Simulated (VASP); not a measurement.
Data:

```
FePt
1.0
    2.72794     0.00000     0.00000
    0.00000     2.72794     0.00000
    0.00000     0.00000     3.75704
Fe Pt
1 1
Cartesian
  0.00000   0.00000   0.00000
  1.36397   1.36397   1.87852
```
Starting moments (μB, in the order of the record's atoms Fe Pt): 2.9 0.3.

These are PBE GGA, VASP's PBE PAW potentials (set 64) (plane waves; VASP) values and carry that method's errors. Settings: 400 eV cut-off, 15×15×11 Γ-centred mesh, tetrahedra with Blöchl corrections, potentials Fe Pt.

Unless said otherwise, spin-orbit coupling is left out, though it shifts the bands of the heavy elements here.

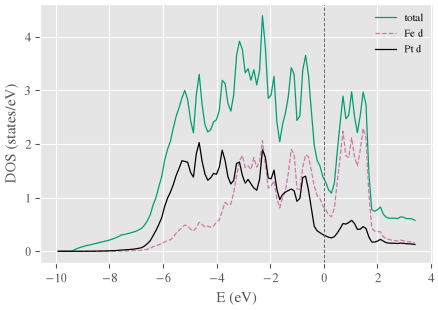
Fig. 1. Total and projected density of states, zero at the Fermi level

Within 2 eV below the Fermi level the largest weight inside VASP's projection spheres is Fe d, then Pt d.

It has no gap at this level: it comes out as a metal or semimetal.

The compound is FePt in the L1_0 structure. It was relaxed first.
